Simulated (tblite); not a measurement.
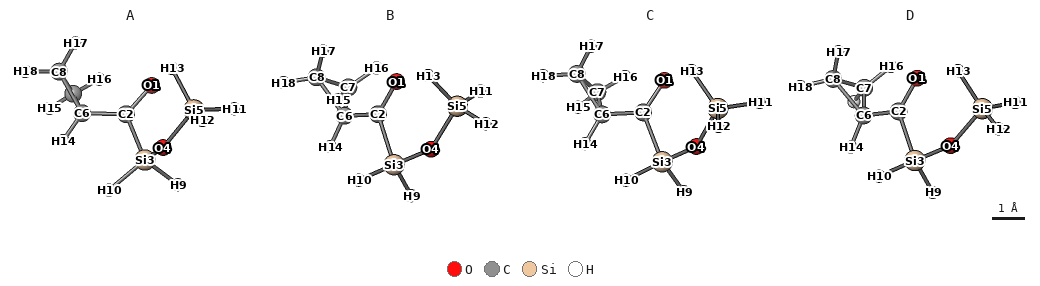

4 geometries from one relaxation of C4H10O2Si2, in shuffled order. Style: ball-and-stick. Shown from a free direction.

Computed with tblite, GFN2-xTB geometry optimisation, gas phase. 

> Order the frames from highest to lowest energy.

A, C, D, B. They are steps 0, 78, 131, 191, at +7.50 kcal/mol, +1.23 kcal/mol, +0.40 kcal/mol relative to the last. The largest moves after the best rigid fit, 1.12 Å, are those of H11 and H12. By element the largest moves are H 1.12 Å, O 1.04 Å, C 0.53 Å, Si 0.49 Å. Some distances before and after: Si3–O4 1.646 → 1.605 Å, Si3–H10 1.493 → 1.459 Å, C2–Si3 1.892 → 1.922 Å, O4–Si5 1.670 → 1.646 Å. Bond angles that change, for instance: C2–Si3–O4 115.8° → 103.6°, H9–Si3–H10 105.2° → 114.6°, O4–Si5–H12 108.4° → 99.8°. Groups turn about C2–Si3 by about 55°, Si3–O4 by about 40°. The energy falls by 7.50 kcal/mol in 191 geometry steps. The run took 1.6 s on 1 thread of Arm Neoverse V1 (shared host).
